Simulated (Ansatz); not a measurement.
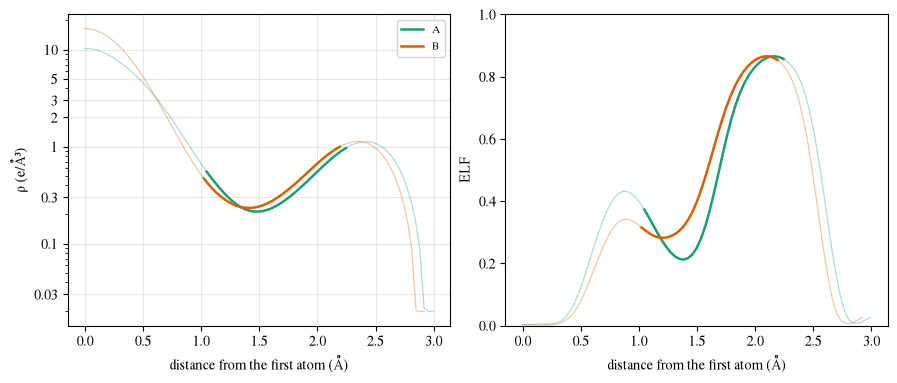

Figure. Sn$_{5}$PbS$_{6}$. Valence electron density and electron localisation function along straight lines between neighbouring atoms. Thin, pale parts lie inside the atomic spheres.

Space group P-3m1; a structure generated by program, which may or may not match a known phase.

Level of theory: DFT r2SCAN, scalar-relativistic, plane waves, PAW (Ansatz 0.2.0).

Core electrons are frozen (PAW), and the valence fields are smoothed inside the atomic spheres.

Q: Which curve belongs to which contact (Pb–S and Sn–S)? The first atom named is at distance zero.

A: Curve A: Pb–S (2.99 Å): ρ at the midpoint is about 0.21 e/Å³; the ELF peaks at about 0.85 in the valence shell of S, 0.8 Å from its nucleus, and drops to about 0.20 between the two atoms. Curve B: Sn–S (2.92 Å): the density is about 0.24 e/Å³ at the midpoint; the ELF peaks at about 0.85 in the valence shell of S, 0.8 Å from its nucleus, and drops to about 0.30 between the two atoms.
